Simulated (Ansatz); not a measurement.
# HS (SMILES [SH]): UPBE/cc-pVDZ

Aim: the electronic atomisation energy of HS at UPBE/cc-pVDZ, from 3 runs. 

Program for the calculation: Ansatz 0.2.0.

## (1) The molecule

The species is HS (2 atoms), typed as a doublet with charge 0. As SMILES, `[SH]`. The coordinates come from a PBE0-D4/def2-TZVP relaxation.

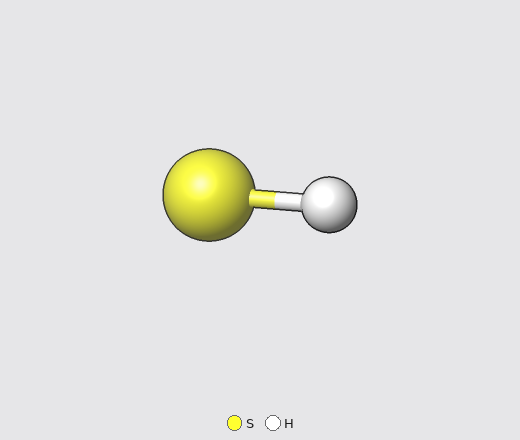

Viewed from a chosen angle; sulfur yellow, hydrogen white.

## (2) A single-point energy at UPBE/cc-pVDZ

Contents of input.yaml:

```yaml
crystal:
  periodic: [false, false, false]
  atoms:
    - {symbol: S, position_ang: [0.574560, -0.187810, 0.295460]}
    - {symbol: H, position_ang: [-0.574560, 0.187810, -0.295460]}
basis:
  gaussian:
    orbitals: cc-pVDZ
magnetization:
  spin_polarized: true
  initial_magnetization: 1
hamiltonian:
  xc: pbe
accuracy: high
```

Launch:

```sh
$ ansatz run input.yaml --threads 1 --pin off --max-ram 3480MiB --events-out events.jsonl --progress --plain --runs-dir runs
```

Log:

```text
Warning: RAYON_NUM_THREADS=1 ignored (pool sized by the plan → 1); use --threads N
Functional definition: PBE
  name "PBE"
  parameter kappa = 0.804
  parameter beta = 0.06672455060314922
  exchange = pbe_x(kappa = kappa, mu = beta*pi^2/3)
  correlation = pbe_c(beta = beta)
415 factors; integrals over basis functions are off by at most 3.0e-9 eV
mean field evaluation 1: about -10845.2737 eV, gradient 5.8e0 eV
mean field evaluation 2: about -10845.4079 eV, gradient 4.3e0 eV
mean field evaluation 4: about -10845.5184 eV, gradient 4.1e-1 eV
mean field evaluation 8: about -10845.5181 eV, gradient 4.3e-3 eV
mean field evaluation 16: about -10845.5181 eV, gradient 1.3e-7 eV
mean field evaluation 32: about -10845.5181 eV, gradient 5.3e-8 eV
mean field -10845.51805768 eV, -398.5654372635 hartree, gradient 5.3e-8 eV, S^2 0.752528; 1 other end points of the search recorded, 0 dependent functions left out
reference -10845.51805945 eV, -398.5654373287 hartree; 9, 8 occupied and 14, 15 virtual orbitals, 415 factors
Total energy: -10845.51805945 eV, -398.5654373287 hartree
```

Wall time 1.4 s (1 thread of Arm Neoverse V1, shared host).

## (3) The H atom

Contents of input.yaml:

```yaml
crystal:
  periodic: [false, false, false]
  atoms:
    - {symbol: H, position_ang: [0.000000, 0.000000, 0.000000]}
basis:
  gaussian:
    orbitals: cc-pVDZ
magnetization:
  spin_polarized: true
  initial_magnetization: 1
hamiltonian:
  xc: {name: PBE}
accuracy: high
```

Launch:

```sh
$ ansatz run input.yaml --threads 1 --pin off --max-ram 3480MiB --events-out events.jsonl --progress --plain --runs-dir runs
```

Log, shortened:

```text
Warning: RAYON_NUM_THREADS=1 ignored (pool sized by the plan → 1); use --threads N
[... 6 set-up lines as earlier in the session ...]
15 factors; integrals over basis functions are off by at most 4.6e-8 eV
mean field evaluation 1: about -13.5665 eV, gradient 4.0e-1 eV
mean field evaluation 2: about -13.5663 eV, gradient 4.0e-1 eV
mean field evaluation 4: about -13.5684 eV, gradient 5.5e-6 eV
mean field evaluation 8: about -13.5684 eV, gradient 1.6e-10 eV
mean field -13.56836056 eV, -0.4986280535 hartree, gradient 1.2e-10 eV, S^2 0.750000; 0 other end points of the search recorded, 0 dependent functions left out
reference -13.56836236 eV, -0.4986281198 hartree; 1, 0 occupied and 4, 5 virtual orbitals, 15 factors
Total energy: -13.56836236 eV, -0.4986281198 hartree
```

It took 0.12 s on 1 thread of Arm Neoverse V1, shared host.

## (4) The S atom, same level

Contents of job.yaml:

```yaml
crystal:
  periodic: [false, false, false]
  atoms:
    - {symbol: S, position_ang: [0.000000, 0.000000, 0.000000]}
basis:
  gaussian: {orbitals: cc-pVDZ}
magnetization: {spin_polarized: true, initial_magnetization: 2}
hamiltonian: {xc: pbe}
accuracy: high
```

Run the same way, it converges to -397.93044 Eh (log not shown).

## (5) What came out

At UPBE/cc-pVDZ:

| quantity | value |
| --- | --- |
| molecule: total energy | -398.56544 Eh |
| molecule: ⟨S²⟩ | 0.753 |
| H atom: total energy | -0.49863 Eh |
| H atom: ⟨S²⟩ | 0.750 |
| S atom: total energy | -397.93044 Eh |
| S atom: ⟨S²⟩ | 2.002 |
| electronic atomisation energy | 3.711 eV |

In words: Taking the molecule apart into free atoms costs 3.71 eV (86 kcal/mol), before zero-point energy and without spin-orbit coupling.
